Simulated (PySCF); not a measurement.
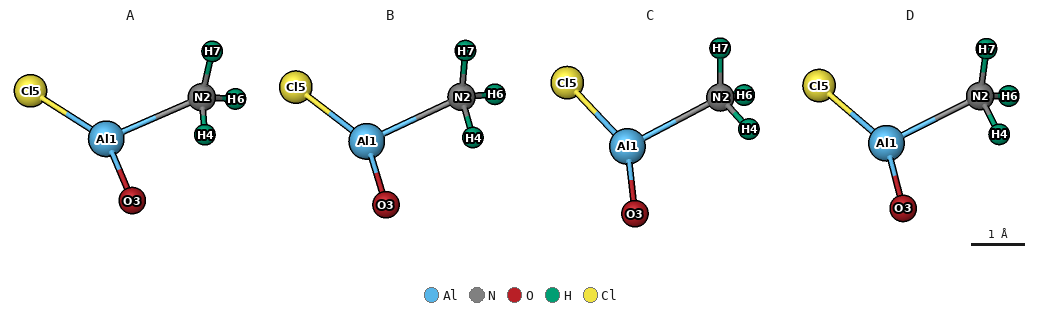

4 geometries from one relaxation of AlNH3OCl (started from a transition state, displaced along its imaginary mode), in shuffled order. Style: ball-and-stick. Shown at a tilt.

Computed with PySCF 2.14.0, RKS PBE0-D4/def2-TZVP, density fitting. 

Order the frames from highest to lowest energy.

Answer. A, B, D, C. They are steps 0, 3, 8, 17, at +0.874 eV, +0.108 eV, +0.034 eV relative to the last. The largest move after the best rigid fit is that of H4, 0.48 Å. Largest moves by element: H 0.48 Å, O 0.42 Å, Cl 0.36 Å, Al 0.17 Å, N 0.03 Å. Near-neighbour distances that change, for instance: N2–H4 0.880 → 1.019 Å, Al1–Cl5 2.088 → 2.103 Å, Al1–N2 1.996 → 2.009 Å, N2–H6 1.028 → 1.016 Å. Bond angles that change, for instance: Al1–N2–H4 76.3° → 101.1°, N2–Al1–O3 88.9° → 107.4°, N2–Al1–Cl5 119.1° → 102.0°. The energy falls by 0.874 eV in 17 geometry steps.
